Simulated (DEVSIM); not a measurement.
System: GaP/Si p-n heterojunction, at 350 K.

```csv
layer (left to right),material,thickness (μm),Nd (cm⁻³),Na (cm⁻³),τn (s),τp (s)
1,GaP,0.170,-,4.1e17,1.7e-7,1.7e-7
2,Si,0.250,4.2e16,-,1.7e-7,1.7e-7
```

Left contact: ohmic. Right contact: ohmic. Voltage is applied to the left contact. Recombination: SRH at mid-gap, radiative, Auger. Mobility is μmin + (μ − μmin)/(1 + (N/Nref)^α).

Constants are typed, rounded textbook-type inputs, not results; the design itself was drawn at random and stands for no fabricated device. Values at 300 K; Nc and Nv go as T^1.5, mobilities as T to minus their exponent, the gap by Varshni's rule with the affinity fixed.

| parameter | GaP | Si |
|---|---|---|
| gap (eV) | 2.26 | 1.124 |
| affinity (eV) | 3.8 | 4.05 |
| permittivity | 11.1 | 11.7 |
| Nc (cm⁻³) | 1.8e19 | 2.86e19 |
| Nv (cm⁻³) | 1.9e19 | 3.1e19 |
| μn (cm²/Vs) | 250 | 1417 |
| μp (cm²/Vs) | 150 | 470 |
| μn,min | 10 | 52 |
| μp,min | 10 | 45 |
| Nref,n | 4.4e18 | 9.7e16 |
| Nref,p | 1e18 | 2.2e17 |
| αn | 0.8 | 0.68 |
| αp | 0.85 | 0.72 |
| T exponent of μn | 1.6 | 2.3 |
| T exponent of μp | 1.98 | 2.2 |
| B (cm³/s) | 1e-13 | 4.7e-15 |
| Cn (cm⁶/s) | 1e-30 | 2.8e-31 |
| Cp (cm⁶/s) | 1e-30 | 9.9e-32 |
| Varshni α (eV/K) | 0.00058 | 0.000473 |
| Varshni β (K) | 372 | 636 |

Simulated with DEVSIM: 1D drift-diffusion, Boltzmann statistics, complete ionisation; no tunnelling, impact ionisation, image-force lowering or self-heating. Band offsets follow the typed affinities; no thermionic-emission limit at abrupt steps, no polarisation charge.

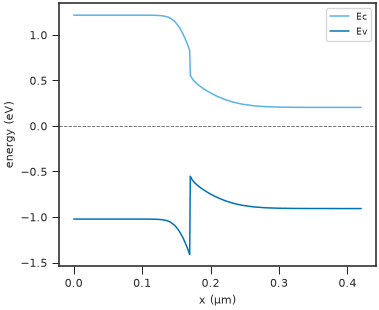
Figure: Band edges at 0.9 V on the left contact

Energies count from the Fermi level of the right contact; mesh points crowd at the junctions.

```tsv
x (μm)	Ec (eV)	Ev (eV)	n (cm⁻³)	p (cm⁻³)	field (V/cm)
0.000	1.217	-1.023	< 1e2	4.1e17	≈ 0
0.003639	1.217	-1.023	< 1e2	4.1e17	≈ 0
0.009874	1.217	-1.023	< 1e2	4.1e17	≈ 0
0.01959	1.217	-1.023	< 1e2	4.1e17	≈ 0
0.04618	1.217	-1.023	< 1e2	4.1e17	≈ 0
0.08276	1.217	-1.023	< 1e2	4.1e17	≈ 0
0.1205	1.215	-1.024	< 1e2	3.9e17	-2600
0.1478	1.146	-1.093	710	4.0e16	-76000
0.1591	1.018	-1.221	49000	5.7e14	-150000
0.1658	0.904	-1.335	2200000	1.2e13	-190000
0.1694	0.828	-1.411	2.7e7	2.7e11	-220000
0.1744	0.508	-0.603	1.8e12	5.9e17	-95000
0.1812	0.456	-0.654	9.7e12	1.1e17	-62000
0.1931	0.393	-0.718	7.9e13	1.3e16	-47000
0.2219	0.288	-0.823	2.6e15	4.0e14	-27000
0.2635	0.221	-0.889	2.4e16	4.1e13	-7400
0.3223	0.205	-0.906	4.0e16	1.6e13	-580
0.3633	0.204	-0.907	4.2e16	9.0e12	-87
0.3957	0.204	-0.907	4.2e16	3.8e12	-20
0.4081	0.204	-0.907	4.2e16	1.9e12	-13
0.4152	0.204	-0.907	4.2e16	7.5e11	-12
0.4200	0.204	-0.907	4.2e16	3400000	-12
```
